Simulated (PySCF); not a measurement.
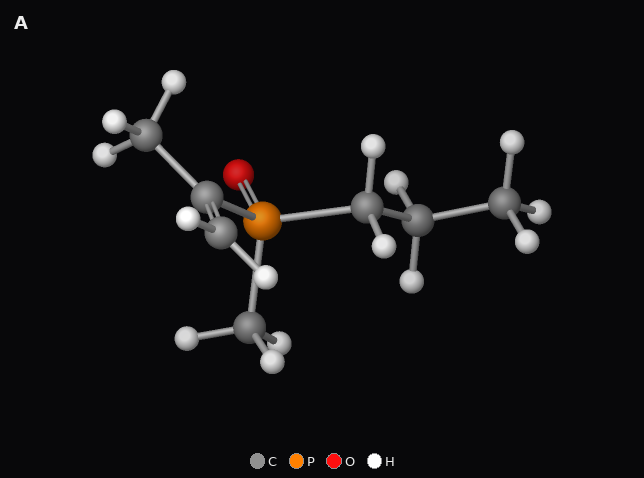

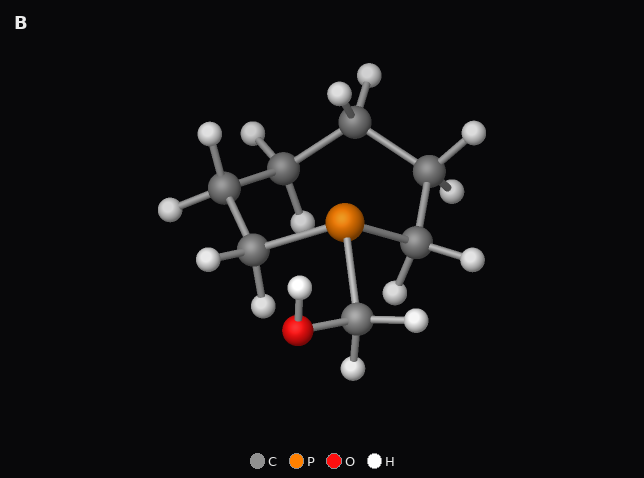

2 stationary structures of one formula. Geometries: GFN2-xTB. Electronic energies: PBE0/pcSseg-1 (PySCF 2.14.0), without zero-point energy. No frequency run is at hand to confirm each as a minimum. Each is one conformer, not always the lowest.

**How are they related?**

They are constitutional isomers of C7H15OP: A `C=C(C)[P@@](C)(=O)CCC`, B `OCP1CCCCCC1`.

**Which is lowest in energy, and by how much?**

A is lowest; B lies 0.504 eV above it.

The geometry is semi-empirical. Around P such bond lengths and angles can be off by a tenth of an ångström or more and by several degrees, and values that hang on the shape move with them.
